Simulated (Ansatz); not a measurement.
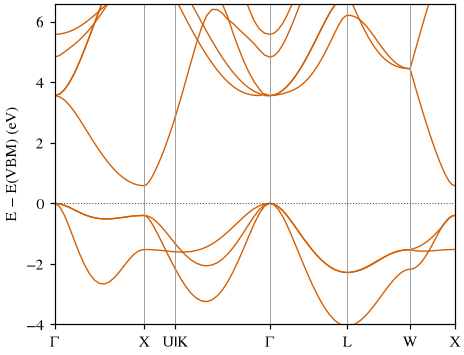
Fig. 1. Band structure from plane-wave PAW r²SCAN (Ansatz code)

Read off the gap and where the band edges lie.

About 0.6 eV (0.58 eV by a search for the band edges); maximum at Γ, minimum at X.

The material is YN (rock salt, Fm-3m).

The cell was relaxed with r²SCAN under the symmetry of its start. The run is not spin-polarised. Spin–orbit coupling is left out wherever it is not named.

Potentials: the later of the program's two PAW sets.
